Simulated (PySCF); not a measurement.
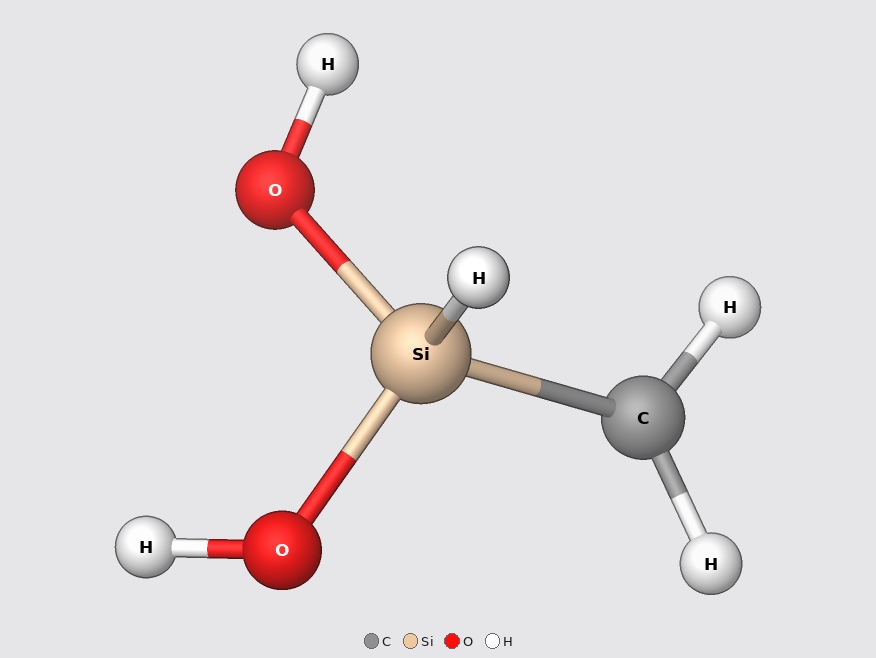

The species is neutral and a spin doublet. The computed structure is the end point of a GFN2-xTB optimisation. No frequency run is at hand to confirm it as a minimum. Properties computed with UKS B3LYP, pcH-1 on C H O Si, non-relativistic (PySCF 2.14.0).

Estimate the isotropic g value.

Answer. 2.00252.

What is the ⟨S²⟩ of the determinant?

Answer. 0.753.

The geometry is semi-empirical. Around Si such bond lengths and angles can be off by a tenth of an ångström or more and by several degrees, and values that hang on the shape move with them.
